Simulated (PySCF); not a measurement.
# SnS: the SCF solver's settings

The same problem is solved with other solver options, one edit a run.

Program: PySCF 2.14.0. Level of theory: method and basis as typed in the scripts. These are calculated values, not measurements.

3 further runs of the same task are left out: 2 for a known fault of the program, 1 that didn't finish.

## (1) Where the work starts

SnS: 2 atoms, charge 0, spin multiplicity 1.

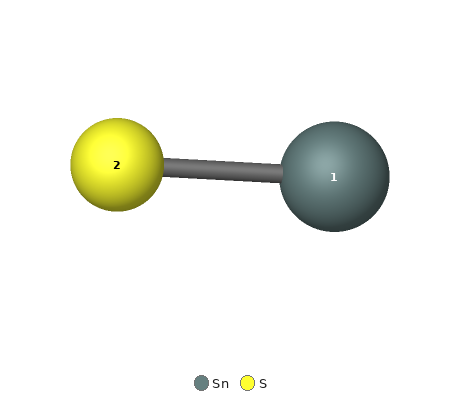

The starting geometry (tin teal, sulfur yellow); atoms are numbered from 1 in the order of the file.

## (2) The base run

input.py reads:

```python
from pyscf import gto, scf, mp

mol = gto.M(
    atom='Sn 0 0 0; S 0 0 2.335',
    basis='crenbl',
    ecp={'Sn': 'crenbl', 'S': 'crenbl'},
    charge=0,
    spin=0,
    symmetry=True,
    verbose=4,
)
mf = scf.RHF(mol)
mf.kernel()
mp.MP2(mf).kernel()
mf.dip_moment()
print('orbital energies (hartree):', mf.mo_energy[..., max(0, mol.nelec[1]-3):mol.nelec[0]+3].round(4))
```

Run with:

```sh
$ python input.py
```

Its log is not repeated here.

In short: E(SCF) = -77.997000 Eh, 10 cycles, E(MP2) − E(SCF) = -0.29382 Eh, μ = 5.23 D (of the SCF density).

The bond length is a typed value, not an optimised one.

## (3) Level shift 0.1 hartree

Variant 1 changes level shift: none → 0.1 hartree.

input.py reads:

```python
from pyscf import gto, scf, mp

mol = gto.M(
    atom='Sn 0 0 0; S 0 0 2.335',
    basis='crenbl',
    ecp={'Sn': 'crenbl', 'S': 'crenbl'},
    charge=0,
    spin=0,
    symmetry=True,
    verbose=4,
)
mf = scf.RHF(mol)
mf.level_shift = 0.1
mf.kernel()
mp.MP2(mf).kernel()
mf.dip_moment()
print('orbital energies (hartree):', mf.mo_energy[..., max(0, mol.nelec[1]-3):mol.nelec[0]+3].round(4))
```

Run with:

```sh
$ python input.py
```

## (4) Cycle limit 200

Variant 2 changes cycle limit: 50 → 200.

input.py, as its differences from that of step 2:

```diff
@@ -12,2 +12,3 @@
 mf = scf.RHF(mol)
+mf.max_cycle = 200
 mf.kernel()
```

## (5) Smearing width 0.005 hartree

Variant 3 changes smearing width: none → 0.005 hartree; step after the SCF: mp2 → none.

input.py, as its differences from that of step 2:

```diff
@@ -1,2 +1,2 @@
-from pyscf import gto, scf, mp
+from pyscf import gto, scf
 
@@ -12,4 +12,4 @@
 mf = scf.RHF(mol)
+mf = scf.addons.smearing_(mf, sigma=0.005, method='fermi')
 mf.kernel()
-mp.MP2(mf).kernel()
 mf.dip_moment()
```

**Question.** What will these runs give? Wanted: for each run, E(SCF); from base; gap; SCF dipole; after the SCF.

As calculated:

```tsv
run	E(SCF) (hartree)	from base (eV)	cycles	gap (eV)	SCF dipole (D)	after the SCF
base	-77.997000	0	10	8.99	5.23	MP2 correlation -7.995 eV
level shift 0.1 hartree	-77.997000	0.0000	11	8.99	5.23	MP2 correlation -7.995 eV
cycle limit 200	-77.997000	0.0000	10	8.99	5.23	MP2 correlation -7.995 eV
smearing width 0.005 hartree	-77.997000	0.0000	10	n/a	5.23	n/a
```

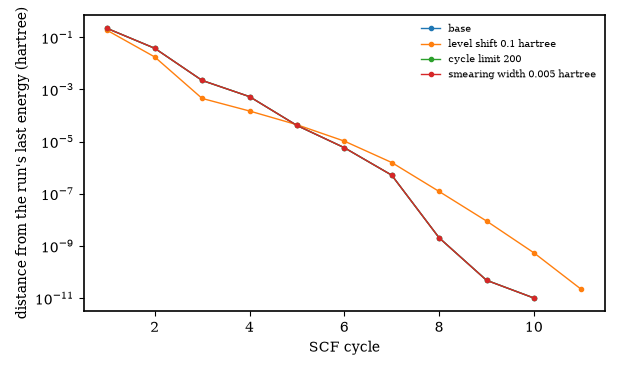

Convergence of the SCF energy, run by run.

In words: The SCF energy stays the same, to the digits that matter, with level shift 0.1 hartree or cycle limit 200 or smearing width 0.005 hartree. With level shift 0.1 hartree, cycle limit 200, smearing width 0.005 hartree the path hardly changes: 10 to 11 cycles against 10.
